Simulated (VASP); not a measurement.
# A VASP study of BeSnTe2 (PBE): structure first, properties next, part 4 of 6

Wanted: the relaxed cell of BeSnTe2 and its properties. The cell is invented: it takes the structure of COD entry 1537798, SnS (space group 225 there), with some of its atoms replaced by other elements, volume scaled by an estimate. It may not be a known or stable phase.

VASP 6.6.1, plane waves and PAW; the level of theory is named at each step.

Still holding for the runs below: The k-mesh is coarse for a metal.

So far. Step 6 (Total and projected DOS (PBE)): The finer mesh and the other smearing move the Fermi level by -0.02 eV from the 5×5×4 run, a small shift, which tests the Fermi level alone. Of the states within 0.3 eV of the Fermi level, the largest shares in the PAW spheres are Te p 22 %, Sn s 11 % and Sn p 7 %. The rest lies in smaller channels or between the spheres. Step 7 (Volume scan with PBE, volume scale 0.94): The pressure here is 3.48 GPa.

**8. Volume scan with PBE, volume scale 0.96**

Level of this step: PBE; plane waves and PAW (Te, Sn_d, Be); invented cell (VASP).

The input, INCAR:

```
SYSTEM = BeSnTe2
PREC = Accurate
ENCUT = 400
EDIFF = 1E-06
NELM = 100
ISMEAR = -1
SIGMA = 0.05
LREAL = .FALSE.
ALGO = Normal
GGA = PE
NBANDS = 20
LORBIT = 11
LWAVE = .FALSE.
LCHARG = .FALSE.
KPAR = 2
ISIF = 2
```

The input, POSCAR:

```
BeSnTe2
1.0
    4.1855452682      0.0000000000      0.0000000000
    0.0000000000      4.1855452682      0.0000000000
    0.0000000000      0.0000000000      5.8723195276
Te Sn Be
2 1 1
Direct
    0.5000000000      0.5000000000      0.5000000000
    0.0000000000      0.0000000000      0.0000000000
    0.0000000000      0.0000000000      0.5000000000
    0.5000000000      0.5000000000      0.0000000000
```

The input, KPOINTS:

```
Automatic mesh
0
Gamma
5 5 4
0 0 0
```

PAW data sets: Te, Sn_d and Be (PBE family, release 64).

Run with:

```sh
> mpirun -np 2 vasp_std
```

What it wrote:

```text
[... set-up lines as in an earlier step ...]
 entering main loop
       N       E                     dE             d eps       ncg     rms          rms(c)
DAV:   1     0.164439135116E+03    0.16444E+03   -0.10709E+04   720   0.119E+03
DAV:   2     0.525683334797E+01   -0.15918E+03   -0.15360E+03   744   0.303E+02
DAV:   3    -0.125746647440E+02   -0.17831E+02   -0.17236E+02   900   0.970E+01
DAV:   4    -0.132824422543E+02   -0.70778E+00   -0.70238E+00   864   0.196E+01
DAV:   5    -0.133039433707E+02   -0.21501E-01   -0.21489E-01  1064   0.369E+00    0.745E+00
DAV:   6    -0.132640641848E+02    0.39879E-01   -0.10110E-01   940   0.234E+00    0.477E+00
DAV:   7    -0.132701418632E+02   -0.60777E-02   -0.69890E-02   932   0.182E+00    0.280E-01
DAV:   8    -0.132684566671E+02    0.16852E-02   -0.88778E-03   832   0.819E-01    0.289E-01
DAV:   9    -0.132685534057E+02   -0.96739E-04   -0.10116E-03   880   0.192E-01    0.109E-01
DAV:  10    -0.132686450107E+02   -0.91605E-04   -0.68059E-05   832   0.495E-02    0.335E-02
DAV:  11    -0.132686616405E+02   -0.16630E-04   -0.20895E-05   828   0.319E-02    0.167E-02
DAV:  12    -0.132686620753E+02   -0.43480E-06   -0.26099E-06   836   0.119E-02
   1 F= -.13268662E+02 E0= -.13263840E+02  d E =-.964396E-02
```

The job ended after 13 s (2 MPI ranks of Intel Xeon Platinum 8375C at 2.90GHz (Ice Lake), shared host; peak memory 0.34 GiB; 24 s of CPU time).

Parts of OUTCAR (step 8):

```text
   ENCUT  =  400.0 eV  29.40 Ry    5.42 a.u.   6.83  6.83  9.58*2*pi/ulx,y,z

   NELECT =      28.0000    total number of electrons

 E-fermi :   6.8432

 k-point     1 :       0.0000    0.0000    0.0000
  band No.  band energies     occupation
    ...
     11       3.2314      2.00000
     12       5.3792      2.00000
     13       5.6090      2.00000
     14       5.6090      2.00000
     15       6.5619      1.99282
     16       9.3549      0.00000
     17      11.4144      0.00000
     18      11.4144      0.00000
     19      11.6384      0.00000
     20      12.4547      0.00000

  Total        1.4194810      1.4194810      1.3606235      0.0000000      0.0000000      0.0000000
  in kB       22.1068271     22.1068271     21.1901862      0.0000000      0.0000000      0.0000000
  external PRESSURE =      21.8012801 kB  Pullay stress =       0.0000000 kB

 POSITION                                       TOTAL-FORCE (eV/Angst)
 -----------------------------------------------------------------------------------
      2.09277      2.09277      2.93616         0.000000      0.000000      0.000000
      0.00000      0.00000      0.00000         0.000000      0.000000      0.000000
      0.00000      0.00000      2.93616         0.000000      0.000000      0.000000
      2.09277      2.09277      0.00000         0.000000      0.000000      0.000000
 -----------------------------------------------------------------------------------
    total drift:                               -0.000000      0.000000      0.000000

  FREE ENERGIE OF THE ION-ELECTRON SYSTEM (eV)
  ---------------------------------------------------
  free  energy   TOTEN  =       -13.2686620753 eV

  energy  without entropy=      -13.2590181170  energy(sigma->0) =      -13.26384010

[... 4 parts as in an earlier step ...]

[... 12 further parts left out ...]
```

Numbers from this step:

```
free energy (TOTEN)     : -13.27 eV
energy at zero smearing : -13.26 eV
Fermi energy            : 6.843 eV
pressure                : 2.180 GPa
```

The pressure falls from 3.48 to 2.18 GPa.

The run ends at a pressure of 2.18 GPa.

**9. Volume scan with PBE, volume scale 0.98**

INCAR is that of step 8.

The input, POSCAR:

```
BeSnTe2
1.0
    4.2144120099      0.0000000000      0.0000000000
    0.0000000000      4.2144120099      0.0000000000
    0.0000000000      0.0000000000      5.9128195627
Te Sn Be
2 1 1
Direct
    0.5000000000      0.5000000000      0.5000000000
    0.0000000000      0.0000000000      0.0000000000
    0.0000000000      0.0000000000      0.5000000000
    0.5000000000      0.5000000000      0.0000000000
```

KPOINTS is that of step 8.

Run with:

```sh
> mpirun -np 2 vasp_std
```

What it wrote:

```text
[... set-up lines as in an earlier step ...]
 entering main loop
       N       E                     dE             d eps       ncg     rms          rms(c)
DAV:   1     0.168374531354E+03    0.16837E+03   -0.10586E+04   720   0.119E+03
DAV:   2     0.446150936790E+01   -0.16391E+03   -0.15826E+03   780   0.304E+02
DAV:   3    -0.127096668025E+02   -0.17171E+02   -0.16746E+02   888   0.969E+01
DAV:   4    -0.133121510319E+02   -0.60248E+00   -0.59815E+00   872   0.192E+01
[...]
DAV:  11    -0.132903339547E+02   -0.16189E-04   -0.19402E-05   852   0.312E-02    0.144E-02
DAV:  12    -0.132903353105E+02   -0.13558E-05   -0.37914E-06   856   0.135E-02    0.547E-03
DAV:  13    -0.132903349656E+02    0.34492E-06   -0.36367E-07   508   0.340E-03
   1 F= -.13290335E+02 E0= -.13285222E+02  d E =-.102256E-01
```

Wall time 14 s (2 MPI ranks); peak memory 0.35 GiB.

OUTCAR, selected parts (step 9):

```text
  Total        0.6798428      0.6798428      0.6464455      0.0000000      0.0000000      0.0000000
  in kB       10.3717131     10.3717131      9.8622019      0.0000000      0.0000000      0.0000000
  external PRESSURE =      10.2018760 kB  Pullay stress =       0.0000000 kB

 POSITION                                       TOTAL-FORCE (eV/Angst)
 -----------------------------------------------------------------------------------
      2.10721      2.10721      2.95641         0.000000      0.000000      0.000000
      0.00000      0.00000      0.00000         0.000000      0.000000      0.000000
      0.00000      0.00000      2.95641         0.000000      0.000000      0.000000
      2.10721      2.10721      0.00000         0.000000      0.000000      0.000000
 -----------------------------------------------------------------------------------
    total drift:                               -0.000000      0.000000      0.000000

  FREE ENERGIE OF THE ION-ELECTRON SYSTEM (eV)
  ---------------------------------------------------
  free  energy   TOTEN  =       -13.2903349656 eV

  energy  without entropy=      -13.2801093299  energy(sigma->0) =      -13.28522215

[... 1 part as in an earlier step ...]

[... 2 further parts left out ...]
[key lines of the parts left out:]
E-fermi :   6.5825
```

The pressure falls from 2.18 to 1.02 GPa.

The run ends at a pressure of 1.02 GPa.

**10. Volume scan with PBE, volume scale 1**

INCAR is that of step 9.

The input, POSCAR:

```
BeSnTe2
1.0
    4.2428886305      0.0000000000      0.0000000000
    0.0000000000      4.2428886305      0.0000000000
    0.0000000000      0.0000000000      5.9527722582
Te Sn Be
2 1 1
Direct
    0.5000000000      0.5000000000      0.5000000000
    0.0000000000      0.0000000000      0.0000000000
    0.0000000000      0.0000000000      0.5000000000
    0.5000000000      0.5000000000      0.0000000000
```

KPOINTS is that of step 9.

Run with:

```sh
> mpirun -np 2 vasp_std
```

What it wrote:

```text
[... set-up lines as in an earlier step ...]
 entering main loop
       N       E                     dE             d eps       ncg     rms          rms(c)
DAV:   1     0.167277311072E+03    0.16728E+03   -0.10678E+04   724   0.118E+03
DAV:   2     0.444917956077E+01   -0.16283E+03   -0.15646E+03   780   0.302E+02
DAV:   3    -0.126961154309E+02   -0.17145E+02   -0.16761E+02   896   0.967E+01
DAV:   4    -0.133282219253E+02   -0.63211E+00   -0.62732E+00   888   0.197E+01
[...]
DAV:  11    -0.132972864603E+02   -0.16727E-04   -0.17415E-05   828   0.288E-02    0.121E-02
DAV:  12    -0.132972881802E+02   -0.17199E-05   -0.41820E-06   880   0.134E-02    0.520E-03
DAV:  13    -0.132972878981E+02    0.28209E-06   -0.35505E-07   512   0.333E-03
   1 F= -.13297288E+02 E0= -.13291908E+02  d E =-.107608E-01
```

Wall time 15 s (2 MPI ranks); peak memory 0.35 GiB; 29 s of CPU time.

From OUTCAR (step 10):

```text
  Total       -0.0109655     -0.0109655     -0.0125063      0.0000000      0.0000000     -0.0000000
  in kB       -0.1639437     -0.1639437     -0.1869807      0.0000000      0.0000000     -0.0000000
  external PRESSURE =      -0.1716227 kB  Pullay stress =       0.0000000 kB

[... 5 parts as in an earlier step ...]

[... 1 further part left out ...]
[key lines of the parts left out:]
E-fermi :   6.3324
```

The pressure falls from 1.02 to -0.02 GPa.

The run ends at a pressure of -0.02 GPa.

**11. Volume scan with PBE, volume scale 1.02**

INCAR is that of step 10.

The input, POSCAR:

```
BeSnTe2
1.0
    4.2709880496      0.0000000000      0.0000000000
    0.0000000000      4.2709880496      0.0000000000
    0.0000000000      0.0000000000      5.9921957399
Te Sn Be
2 1 1
Direct
    0.5000000000      0.5000000000      0.5000000000
    0.0000000000      0.0000000000      0.0000000000
    0.0000000000      0.0000000000      0.5000000000
    0.5000000000      0.5000000000      0.0000000000
```

KPOINTS is that of step 10.

Run with:

```sh
> mpirun -np 2 vasp_std
```

What it wrote:

```text
[... set-up lines as in an earlier step ...]
 entering main loop
       N       E                     dE             d eps       ncg     rms          rms(c)
DAV:   1     0.162668920552E+03    0.16267E+03   -0.10749E+04   720   0.121E+03
DAV:   2     0.559089483296E+01   -0.15708E+03   -0.15117E+03   728   0.288E+02
DAV:   3    -0.126836412895E+02   -0.18275E+02   -0.17683E+02   920   0.975E+01
DAV:   4    -0.133331080709E+02   -0.64947E+00   -0.64685E+00   896   0.188E+01
[...]
DAV:  11    -0.132910694233E+02   -0.17042E-04   -0.17216E-05   872   0.281E-02    0.118E-02
DAV:  12    -0.132910713693E+02   -0.19460E-05   -0.47316E-06   848   0.137E-02    0.432E-03
DAV:  13    -0.132910711779E+02    0.19143E-06   -0.31687E-07   532   0.319E-03
   1 F= -.13291071E+02 E0= -.13285477E+02  d E =-.111890E-01
```

Elapsed: 16 s, on 2 MPI ranks; peak memory 0.36 GiB; 30 s of CPU time.

Parts of OUTCAR (step 11):

```text
  Total       -0.6566931     -0.6566931     -0.6238699      0.0000000      0.0000000     -0.0000000
  in kB       -9.6256554     -9.6256554     -9.1445412      0.0000000      0.0000000     -0.0000000
  external PRESSURE =      -9.4652840 kB  Pullay stress =       0.0000000 kB

 POSITION                                       TOTAL-FORCE (eV/Angst)
 -----------------------------------------------------------------------------------
      2.13549      2.13549      2.99610         0.000000      0.000000      0.000000
      0.00000      0.00000      0.00000         0.000000      0.000000      0.000000
      0.00000      0.00000      2.99610         0.000000      0.000000      0.000000
      2.13549      2.13549      0.00000         0.000000      0.000000      0.000000
 -----------------------------------------------------------------------------------
    total drift:                               -0.000000      0.000000      0.000000

  FREE ENERGIE OF THE ION-ELECTRON SYSTEM (eV)
  ---------------------------------------------------
  free  energy   TOTEN  =       -13.2910711779 eV

  energy  without entropy=      -13.2798821594  energy(sigma->0) =      -13.28547667

[... 1 part as in an earlier step ...]

[... 2 further parts left out ...]
[key lines of the parts left out:]
E-fermi :   6.0923
```

The pressure falls from -0.02 to -0.95 GPa.

The run ends at a pressure of -0.95 GPa.

**12. Volume scan with PBE, volume scale 1.04**

INCAR is that of step 11.

The input, POSCAR:

```
BeSnTe2
1.0
    4.2987225154      0.0000000000      0.0000000000
    0.0000000000      4.2987225154      0.0000000000
    0.0000000000      0.0000000000      6.0311071922
Te Sn Be
2 1 1
Direct
    0.5000000000      0.5000000000      0.5000000000
    0.0000000000      0.0000000000      0.0000000000
    0.0000000000      0.0000000000      0.5000000000
    0.5000000000      0.5000000000      0.0000000000
```

KPOINTS is that of step 11.

Run with:

```sh
> mpirun -np 2 vasp_std
```

What it wrote:

```text
[... set-up lines as in an earlier step ...]
 entering main loop
       N       E                     dE             d eps       ncg     rms          rms(c)
DAV:   1     0.166974689518E+03    0.16697E+03   -0.10655E+04   724   0.119E+03
DAV:   2     0.396453612555E+01   -0.16301E+03   -0.15762E+03   776   0.301E+02
DAV:   3    -0.127599719988E+02   -0.16725E+02   -0.16132E+02   908   0.952E+01
DAV:   4    -0.133267612190E+02   -0.56679E+00   -0.56501E+00   864   0.184E+01
[...]
DAV:  11    -0.132731135941E+02   -0.16899E-04   -0.16688E-05   844   0.261E-02    0.105E-02
DAV:  12    -0.132731155045E+02   -0.19104E-05   -0.44575E-06   860   0.122E-02    0.433E-03
DAV:  13    -0.132731154196E+02    0.84855E-07   -0.25620E-07   540   0.287E-03
   1 F= -.13273115E+02 E0= -.13267379E+02  d E =-.114727E-01
```

The job ended after 14 s (2 MPI ranks; peak memory 0.35 GiB; 26 s of CPU time).

From OUTCAR (step 12):

```text
  Total       -1.2557655     -1.2557655     -1.1904694      0.0000000      0.0000000      0.0000000
  in kB      -18.0527459    -18.0527459    -17.1140553      0.0000000      0.0000000      0.0000000
  external PRESSURE =     -17.7398490 kB  Pullay stress =       0.0000000 kB

 POSITION                                       TOTAL-FORCE (eV/Angst)
 -----------------------------------------------------------------------------------
      2.14936      2.14936      3.01555         0.000000      0.000000      0.000000
      0.00000      0.00000      0.00000         0.000000      0.000000      0.000000
      0.00000      0.00000      3.01555         0.000000      0.000000      0.000000
      2.14936      2.14936      0.00000         0.000000      0.000000      0.000000
 -----------------------------------------------------------------------------------
    total drift:                               -0.000000      0.000000      0.000000

  FREE ENERGIE OF THE ION-ELECTRON SYSTEM (eV)
  ---------------------------------------------------
  free  energy   TOTEN  =       -13.2731154196 eV

  energy  without entropy=      -13.2616427601  energy(sigma->0) =      -13.26737909

[... 1 part as in an earlier step ...]

[... 2 further parts left out ...]
[key lines of the parts left out:]
E-fermi :   5.8615
```

The pressure falls from -0.95 to -1.77 GPa.

The run ends at a pressure of -1.77 GPa.

**13. Volume scan with PBE, volume scale 1.06**

A prediction first. A parabola through the 6 pressures of evenly scaled cells so far, P = -0.02 -49.2 t +118 t² GPa with t = ln(V/V₁) and V₁ the volume at scale 1, gives -2.49 GPa at t = +0.0583.

INCAR is that of step 12.

The input, POSCAR:

```
BeSnTe2
1.0
    4.3261036518      0.0000000000      0.0000000000
    0.0000000000      4.3261036518      0.0000000000
    0.0000000000      0.0000000000      6.0695229234
Te Sn Be
2 1 1
Direct
    0.5000000000      0.5000000000      0.5000000000
    0.0000000000      0.0000000000      0.0000000000
    0.0000000000      0.0000000000      0.5000000000
    0.5000000000      0.5000000000      0.0000000000
```

KPOINTS is that of step 12.

Run with:

```sh
> mpirun -np 2 vasp_std
```

What it wrote:

```text
[... set-up lines as in an earlier step ...]
 entering main loop
       N       E                     dE             d eps       ncg     rms          rms(c)
DAV:   1     0.158155332055E+03    0.15816E+03   -0.10549E+04   720   0.116E+03
DAV:   2     0.325775866399E+01   -0.15490E+03   -0.14918E+03   784   0.284E+02
DAV:   3    -0.126980730879E+02   -0.15956E+02   -0.15530E+02   896   0.922E+01
DAV:   4    -0.133092475740E+02   -0.61117E+00   -0.60873E+00   888   0.192E+01
[...]
DAV:  11    -0.132446775452E+02   -0.17102E-04   -0.17462E-05   844   0.246E-02    0.109E-02
DAV:  12    -0.132446794394E+02   -0.18942E-05   -0.43768E-06   864   0.111E-02    0.393E-03
DAV:  13    -0.132446794083E+02    0.31037E-07   -0.24899E-07   528   0.287E-03
   1 F= -.13244679E+02 E0= -.13238877E+02  d E =-.116040E-01
```

Elapsed: 14 s, on 2 MPI ranks; peak memory 0.36 GiB; 26 s of CPU time.

From OUTCAR (step 13):

```text
  Total       -1.8145143     -1.8145143     -1.7191796      0.0000000      0.0000000      0.0000000
  in kB      -25.5930813    -25.5930813    -24.2484198      0.0000000      0.0000000      0.0000000
  external PRESSURE =     -25.1448608 kB  Pullay stress =       0.0000000 kB

 POSITION                                       TOTAL-FORCE (eV/Angst)
 -----------------------------------------------------------------------------------
      2.16305      2.16305      3.03476         0.000000      0.000000      0.000000
      0.00000      0.00000      0.00000         0.000000      0.000000      0.000000
      0.00000      0.00000      3.03476         0.000000      0.000000      0.000000
      2.16305      2.16305      0.00000         0.000000      0.000000      0.000000
 -----------------------------------------------------------------------------------
    total drift:                               -0.000000      0.000000      0.000000

  FREE ENERGIE OF THE ION-ELECTRON SYSTEM (eV)
  ---------------------------------------------------
  free  energy   TOTEN  =       -13.2446794083 eV

  energy  without entropy=      -13.2330753780  energy(sigma->0) =      -13.23887739

[... 1 part as in an earlier step ...]

[... 2 further parts left out ...]
[key lines of the parts left out:]
E-fermi :   5.6395
```

The pressure falls from -1.77 to -2.51 GPa. The parabola predicted -2.49 GPa, +0.02 GPa off.

**14. Side by side**

Times are for 2 MPI ranks of Intel Xeon Platinum 8375C at 2.90GHz (Ice Lake), shared host. The series side by side:

```
no.  volume scale  energy above the lowest point (meV/atom)  pressure (GPa)  time  memory (GiB)
  1          0.94                                     16.49           3.481  13 s          0.35
  2          0.96                                      7.02           2.180  13 s          0.34
  3          0.98                                      1.67           1.020  14 s          0.35
  4             1                                         0        -0.01716  15 s          0.35
  5          1.02                                      1.61         -0.9465  16 s          0.36
  6          1.04                                      6.13          -1.774  14 s          0.35
  7          1.06                                     13.26          -2.514  14 s          0.36
```

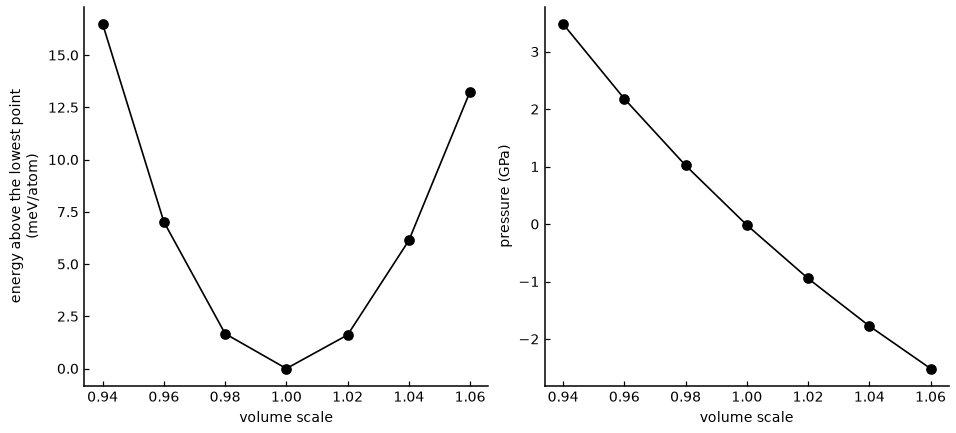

The series as plots.

**15. Fit for PBE**

This step: Birch-Murnaghan fit, PBE; plane waves and PAW; invented cell (VASP 6.6.1).

No new run; the numbers come from the runs before.

Numbers from this step:

| Item | Value |
| --- | --- |
| pressure derivative of the bulk modulus | 4.772 |
| r.m.s. error of the fit | 5.41e-7 eV/atom |
| minimum inside the sampled range | yes |
| bulk modulus | 48.96 GPa |
| equilibrium volume of the fit | 26.79 Å³/atom |

The energy above the fitted minimum by volume:

```
volume (Å³/atom)  energy above the fitted minimum (eV/atom)
           25.18                                     0.0165
           25.72                                    0.00702
           26.25                                    0.00167
           26.79                                    -8.8e-7
           27.33                                    0.00161
           27.86                                    0.00613
           28.40                                     0.0133
```

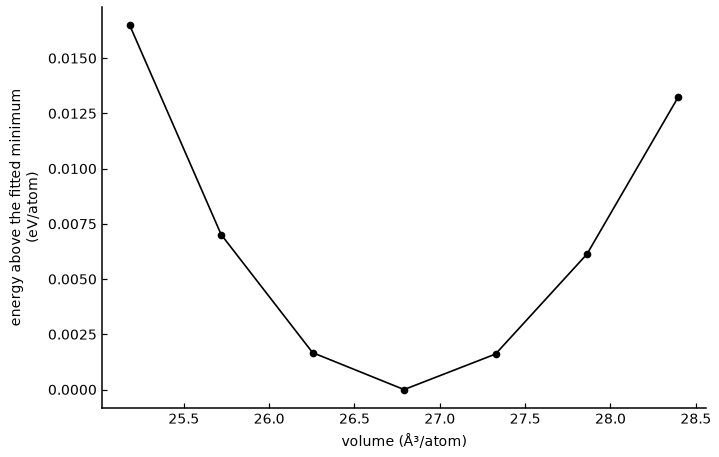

Energy above the fitted minimum, plotted against volume.

The fitted volume lies -0.02 % from the relaxed one.

(Part 4 of 6 ends here.)

[Lines on the potential files, build, host, timing and source positions are cut from VASP's logs without a mark.]

[Logs are printed without paths, hosts, clocks, repeated set-up lines and the standing remarks that a program may print on its own settings, such as how far it seeks lower states.]

[Hosts, paths, dates, database ids (printed as entryN), source tags and the programs' standing remarks are cut or masked in the printed files.]

[A measured line is paired with the nearest computed mode of its activity, which favours agreement.]

[In band tables of VASP the shares of atoms and orbitals are scaled to a sum of 1 inside the atoms' spheres.]
